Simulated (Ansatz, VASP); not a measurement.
# MgB: VASP beside Ansatz, part 2 of 2

One calculation is typed for both programs; each brings its own data sets. How far apart do they land? The cell is invented: As first built, before any earlier steps moved the atoms (in the runner's words): it takes the MgAl structure with some of its atoms replaced by other elements, volume scaled by an estimate. It may not be a known or stable phase. The cell is taken from a series of VASP runs on this material, whose earlier steps may have relaxed, scaled or displaced it; both programs get it as it stands. Valence electrons are named where the data sets of a main pair hold unlike numbers.

VASP 6.6.1 and Ansatz 0.2.0.

So far. Step 5 (VASP: band structure, LDA): The PAW data sets were made with PBE, though LDA sets exist; pressures can shift by 1 GPa and more with it. At this level the cell is under a tension of 4.2 GPa, so at these settings it is away from equilibrium.

## Step 6: Ansatz: band structure, LDA

Level of this step: Ansatz beside VASP: Kohn-Sham DFT, plane waves, LDA (Ansatz).

The same cell, functional (in two slightly different forms), mesh and smearing now go to Ansatz, which takes its cutoff from its data sets.

The cell is taken from a series of VASP runs on this material, whose earlier steps may have relaxed, scaled or displaced it; both programs get it as it stands.

File input.yaml:

```yaml
crystal:
  lattice:
    - [2.8941936783, 0.0, 0.0]
    - [0.0, 2.8941936783, 0.0]
    - [0.0, 0.0, 2.8941936783]
  atoms:
    - { symbol: Mg, position: [0.5, 0.5, 0.5] }
    - { symbol: B, position: [0.0, 0.0, 0.0] }
hamiltonian:
  xc: lda
  pseudopotentials: { kind: paw }
kpoints:
  mp_grid: { grid: [5, 5, 5] }
  band_path:
    path:
      - [0.0, 0.0, 0.0]
      - [0.0, 0.1, 0.0]
      - [0.0, 0.2, 0.0]
      - [0.0, 0.3, 0.0]
      - [0.0, 0.43333, 0.0]
      - [0.0, 0.5, 0.0]
      - [0.1, 0.5, 0.0]
      - [0.2, 0.5, 0.0]
      - [0.33333, 0.5, 0.0]
      - [0.43333, 0.5, 0.0]
      - [0.5, 0.5, 0.0]
      - [0.36667, 0.36667, 0.0]
      - [0.26667, 0.26667, 0.0]
      - [0.16667, 0.16667, 0.0]
      - [0.06667, 0.06667, 0.0]
      - [0.03333, 0.03333, 0.03333]
      - [0.13333, 0.13333, 0.13333]
      - [0.23333, 0.23333, 0.23333]
      - [0.33333, 0.33333, 0.33333]
      - [0.46667, 0.46667, 0.46667]
      - [0.46667, 0.5, 0.46667]
      - [0.36667, 0.5, 0.36667]
      - [0.23333, 0.5, 0.23333]
      - [0.13333, 0.5, 0.13333]
      - [0.03333, 0.5, 0.03333]
      - [0.5, 0.5, 0.03333]
      - [0.5, 0.5, 0.16667]
      - [0.5, 0.5, 0.26667]
      - [0.5, 0.5, 0.36667]
      - [0.5, 0.5, 0.5]
    npoints: 1
scf:
  occupations: { method: gaussian, width: 0.02 }
  n_extra_bands: 7
output:
  forces: true
  stress: true
  eigenvalues: true
```

Run with:

```bash
> ansatz run input.yaml --threads 2 --pin off --max-ram 4608MiB --backend cpu --events-out ev --progress --plain --runs-dir out
```

Numbers of over 12 decimals in the logs are rounded to 6 here.

The log of the run:

```text
[...]
Crystal: 2 atoms, lattice volume = 24.243 Å³
Basis set: ecut = 420 eV, 461 PW (Γ)
Bands: 14, of which v1, the nominal top of the filled ones, is band 7 counted from 1 (6 counted from 0)
Symmetry: 48 space group operations
[...]
k-points: 10 of 125
[...]
k-point 0: bands = [... 3 lower, -33.7191, -2.4818, 10.6708, 10.6708, 10.6708, 15.2334, 15.2334, 17.1034, ... 3 higher]
  k-point 1: bands = [... 3 lower, -33.7174, -1.8504, 7.3880, 11.0109, 11.0109, 15.9353, 17.0151, 19.0648, ... 3 higher]
  k-point 2: bands = [... 3 lower, -33.7147, -0.0784, 3.4880, 11.6843, 11.6843, 17.9850, 18.3035, 19.9945, ... 3 higher]
  k-point 9: bands = [... 3 lower, -33.7565, 4.2139, 6.9134, 6.9134, 8.1025, 13.0487, 13.0487, 13.0735, ... 3 higher]
[key lines of the parts left out:]
SCF converged after 6 iterations
Free energy (F): -2049.641871 eV
Fermi energy:    8.219876 eV
P = ⅓ Tr σ = -4.5255 GPa (-45.255 kbar)
```

Run time: 0.66 s. Hardware: 2 threads of Arm Neoverse V2, shared host; peak memory 0.23 GiB; 0.69 s of CPU time.

## Step 7: Differences

What differs besides the data sets and the points named for the pairs above, as far as they apply: the two LDA forms differ slightly; the data sets hold 13 valence electrons in Ansatz (on its default PAW (the set named soft_2) files) and 5 in VASP; Ansatz makes its cores anew for this functional, VASP keeps those of its PBE data sets; VASP's log shows a relativistic correction to its local exchange, Ansatz's none. Total energies have different zeros and are not compared.

Compared:

```tsv
quantity	Ansatz	VASP	difference
pressure (GPa)	-4.53	-4.18	-0.34
pressure without Ansatz's Pulay correction (GPa)	-4.62	-4.18	-0.43
```

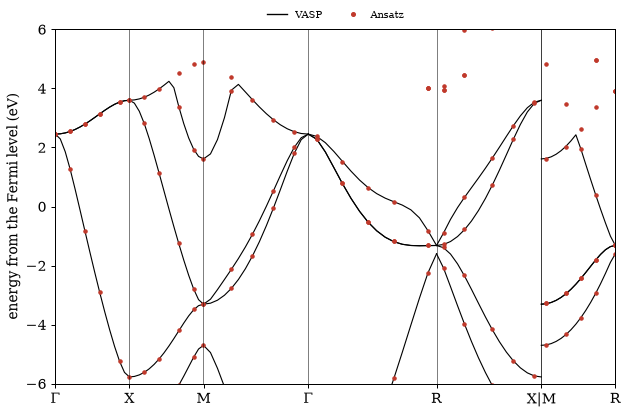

Bands from VASP (lines) and levels from Ansatz (dots). Dots without a line are higher empty bands that the VASP plot leaves out.

Levels from 3 eV below to 2 eV above the Fermi level differ by 11 meV r.m.s. and 18 meV at most; each VASP level is matched to the nearest of Ansatz, which flatters the figure a little. Ansatz's pressure holds a Pulay correction of 0.09 GPa; VASP's holds none.

## Step 8: VASP: band structure, PBEsol

A single point gives forces, pressure and levels at one fixed geometry, so differences don't come from the geometry; what else differs is listed under the comparison.

File INCAR:

```
SYSTEM = MgB
PREC = Accurate
ENCUT = 420
EDIFF = 1E-06
NELM = 100
ISMEAR = 0
SIGMA = 0.02
LREAL = .FALSE.
ALGO = Normal
GGA = PS
LORBIT = 11
LWAVE = .FALSE.
LCHARG = .FALSE.
KPAR = 4
```

File POSCAR:

```
MgB
1.0
    2.8941936783      0.0000000000      0.0000000000
    0.0000000000      2.8941936783      0.0000000000
    0.0000000000      0.0000000000      2.8941936783
Mg B
1 1
Direct
    0.5000000000      0.5000000000      0.5000000000
    0.0000000000      0.0000000000      0.0000000000
```

File KPOINTS:

```
Automatic mesh
0
Gamma
5 5 5
0 0 0
```

File KPOINTS_OPT:

```
Line mode
16
Line-mode
Reciprocal
  0.00000000   0.00000000   0.00000000 GAMMA
  0.00000000   0.50000000   0.00000000 X

  0.00000000   0.50000000   0.00000000 X
  0.50000000   0.50000000   0.00000000 M

  0.50000000   0.50000000   0.00000000 M
  0.00000000   0.00000000   0.00000000 GAMMA

  0.00000000   0.00000000   0.00000000 GAMMA
  0.50000000   0.50000000   0.50000000 R

  0.50000000   0.50000000   0.50000000 R
  0.00000000   0.50000000   0.00000000 X

  0.50000000   0.50000000   0.00000000 M
  0.50000000   0.50000000   0.50000000 R
```

The projector-augmented-wave data sets are Mg and B (PBE family, release 64).

Run with:

```bash
> mpirun -np 4 vasp_std
```

The log of the run:

```text
[banner, memory and clock lines left out]
running    4 mpi-ranks, on    1 nodes
[...]
[... a notice as in an earlier step ...]

 LDA part: xc-table for (Slater+PW92), standard interpolation
 POSCAR, INCAR and KPOINTS ok, starting setup
[...]
entering main loop
       N       E                     dE             d eps       ncg     rms          rms(c)
DAV:   1    -0.127305626828E+01   -0.12731E+01   -0.15381E+03   120   0.514E+02
DAV:   2    -0.717221410789E+01   -0.58992E+01   -0.54859E+01   162   0.518E+01
DAV:   3    -0.725433885738E+01   -0.82125E-01   -0.82125E-01   156   0.776E+00
DAV:   4    -0.725484031385E+01   -0.50146E-03   -0.50146E-03   180   0.530E-01
[...]
DAV:   9    -0.708187478679E+01    0.96094E-05   -0.15900E-05   156   0.312E-02    0.159E-02
DAV:  10    -0.708187585344E+01   -0.10667E-05   -0.34164E-07   150   0.670E-03    0.907E-04
DAV:  11    -0.708187580014E+01    0.53297E-07   -0.46922E-08   108   0.147E-03
   1 F= -.70818758E+01 E0= -.70814098E+01  d E =-.931948E-03
 Start KPOINTS_OPT (optional k-point list driver)
k-point batch [1-10\96]
       N       E                     dE             ncg
DAV:   1     0.896219880458E+02   -0.21083E+03      120
DAV:   2     0.173160560194E+02   -0.72306E+02      174
DAV:   3     0.163373166481E+02   -0.97874E+00      150
DAV:   4     0.163355062257E+02   -0.18104E-02      192
DAV:   5     0.163355052291E+02   -0.99660E-06      126
[...]
k-point batch [91-96\96]
       N       E                     dE             ncg
DAV:   1     0.887993421920E+03   -0.12541E+04       72
DAV:   2     0.860871802338E+03   -0.27122E+02       84
DAV:   3     0.860122374628E+03   -0.74943E+00       84
DAV:   4     0.860120284329E+03   -0.20903E-02      102
DAV:   5     0.860120279728E+03   -0.46002E-05       78
DAV:   6     0.860120279722E+03   -0.65347E-08       78
```

Parts of OUTCAR (step 8):

```text
  Total       -0.1966015     -0.1966015     -0.1966015     -0.0000000      0.0000000      0.0000000
  in kB      -12.9931568    -12.9931568    -12.9931568     -0.0000000      0.0000000      0.0000000
  external PRESSURE =     -12.9931568 kB  Pullay stress =       0.0000000 kB

  FREE ENERGIE OF THE ION-ELECTRON SYSTEM (eV)
  ---------------------------------------------------
  free  energy   TOTEN  =        -7.0818758001 eV

  energy  without entropy=       -7.0809438520  energy(sigma->0) =       -7.08140983

[... 3 parts as in an earlier step ...]

[... 1 further part left out ...]
[key lines of the parts left out:]
E-fermi :   4.5896
```

The PAW data sets were made with PBE, which is usual practice but a small mismatch for other functionals.

## Step 9: Ansatz: band structure, PBEsol

The same cell, functional, mesh and smearing now go to Ansatz, which takes its cutoff from its data sets.

The cell is taken from a series of VASP runs on this material, whose earlier steps may have relaxed, scaled or displaced it; both programs get it as it stands.

Edit input.yaml of step 6 so:

```diff
@@ -9,3 +9,3 @@
 hamiltonian:
-  xc: lda
+  xc: pbesol
   pseudopotentials: { kind: paw }
@@ -53 +53,5 @@
   eigenvalues: true
+  write_density: true
+  write_potential: true
+  elf: true
+  volumetric_format: npy
```

Run with:

```bash
> ansatz run input.yaml --threads 2 --pin off --max-ram 4608MiB --backend cpu --events-out ev --progress --plain --runs-dir out
```

The log of the run:

```text
[...]
Crystal: 2 atoms, lattice volume = 24.243 Å³
Basis set: ecut = 420 eV, 461 PW (Γ), exchange–correlation on 40×40×40 points (8 copies of the dense FFT grid, shifted against one another)
Bands: 14, of which v1, the nominal top of the filled ones, is band 7 counted from 1 (6 counted from 0)
Symmetry: 48 space group operations
[...]
k-points: 10 of 125
[...]
k-point 0: bands = [... 3 lower, -33.3510, -2.3981, 10.8845, 10.8845, 10.8845, 15.3452, 15.3452, 17.3427, ... 3 higher]
  k-point 1: bands = [... 3 lower, -33.3493, -1.7658, 7.5444, 11.2295, 11.2295, 16.0500, 17.2003, 19.3495, ... 3 higher]
  k-point 2: bands = [... 3 lower, -33.3466, 0.0036, 3.6240, 11.9143, 11.9143, 18.1198, 18.5118, 20.3475, ... 3 higher]
  k-point 9: bands = [... 3 lower, -33.3884, 4.3091, 7.0637, 7.0637, 8.2311, 13.2198, 13.2198, 13.2783, ... 3 higher]
[key lines of the parts left out:]
SCF converged after 6 iterations
Free energy (F): -2063.023336 eV
Fermi energy:    8.382131 eV
P = ⅓ Tr σ = -1.2909 GPa (-12.909 kbar)
```

The job ended after 0.73 s (2 threads; peak memory 0.23 GiB; 0.76 s of CPU time).

## Step 10: Comparison

What differs besides the data sets and the points named for the pairs above, as far as they apply: the data sets hold 13 valence electrons in Ansatz (on its default PAW (the set named soft_2) files) and 5 in VASP. Total energies have different zeros and are not compared.

Both answers:

```tsv
quantity	Ansatz	VASP	difference
pressure (GPa)	-1.29	-1.30	+0.01
pressure without Ansatz's Pulay correction (GPa)	-1.37	-1.30	-0.07
```

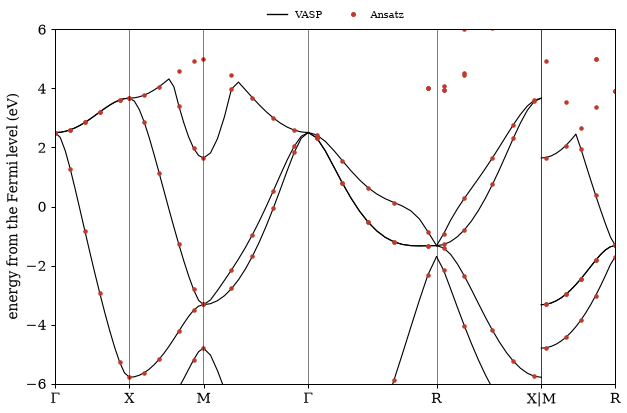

Bands from VASP (lines) and levels from Ansatz (dots). Dots without a line are higher empty bands that the VASP plot leaves out.

Levels from 3 eV below to 2 eV above the Fermi level differ by 6 meV r.m.s. and 11 meV at most; each VASP level is matched to the nearest of Ansatz, which flatters the figure a little. Ansatz's pressure holds a Pulay correction of 0.08 GPa; VASP's holds none.

## Step 11: Summary of results

* r.m.s. difference of levels near the Fermi level (band structure, PBE): 4 meV
* r.m.s. difference of levels near the Fermi level (band structure, LDA): 11 meV
* r.m.s. difference of levels near the Fermi level (band structure, PBEsol): 6.0 meV

The r.m.s. difference of levels near the Fermi level is 11 meV (band structure, LDA), within the 80 meV picked in this series as the mark of a large difference. The data sets hold unlike numbers of valence electrons (13 in Ansatz and 5 in VASP), so part of the differences comes from the potentials. 1 further run of this series is not shown here. Such differences can come from data sets, numerical settings and the points named under the comparisons, not from the functional's error against experiment.

[Lines on the potential files, build, host, timing and source positions are cut from VASP's logs without a mark.]

[Logs are printed without paths, hosts, clocks, repeated set-up lines and the standing remarks that a program may print on its own settings, such as how far it seeks lower states.]

[Hosts, paths, dates, database ids (printed as entryN), source tags and the programs' standing remarks are cut or masked in the printed files.]
